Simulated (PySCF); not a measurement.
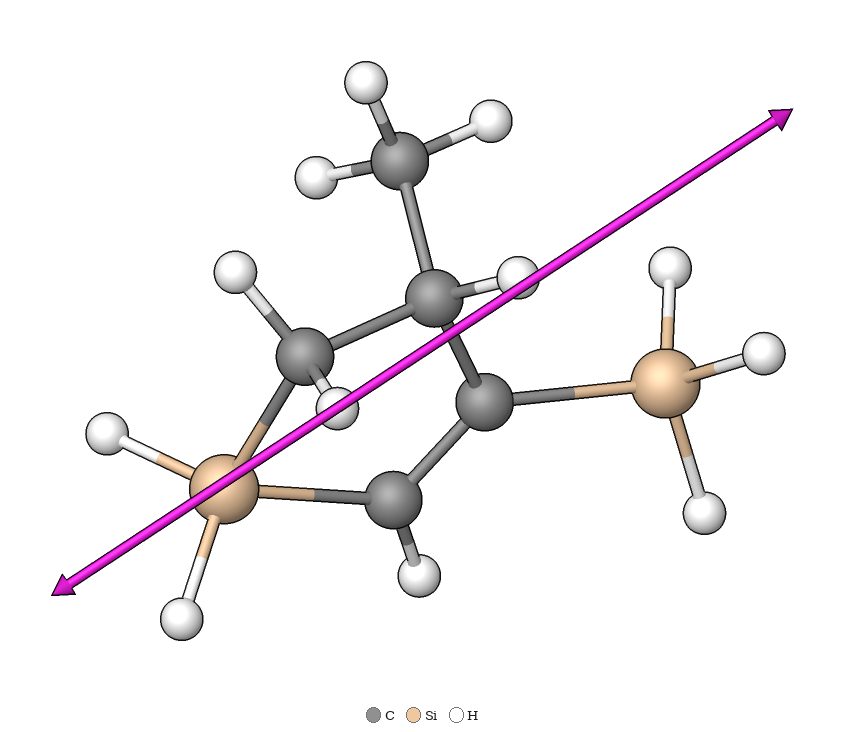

The double arrow shows the direction of the transition dipole to excited singlet state 2 (its length means nothing). Computed geometry: GFN2-xTB optimisation. No frequency run is at hand to confirm it as a minimum. Method: TDDFT CAM-B3LYP/def2-SVPD, vertical, gas phase, core orbitals frozen in the response (PySCF 2.14.0).

Question. Where does the transition lie, and how strong is it?

Answer. 6.35 eV (195 nm), oscillator strength 0.28, mainly HOMO → LUMO (weight 0.91); transition dipole 3.42 D.

The geometry is semi-empirical. Around Si such bond lengths and angles can be off by a tenth of an ångström or more and by several degrees, and values that hang on the shape move with them.
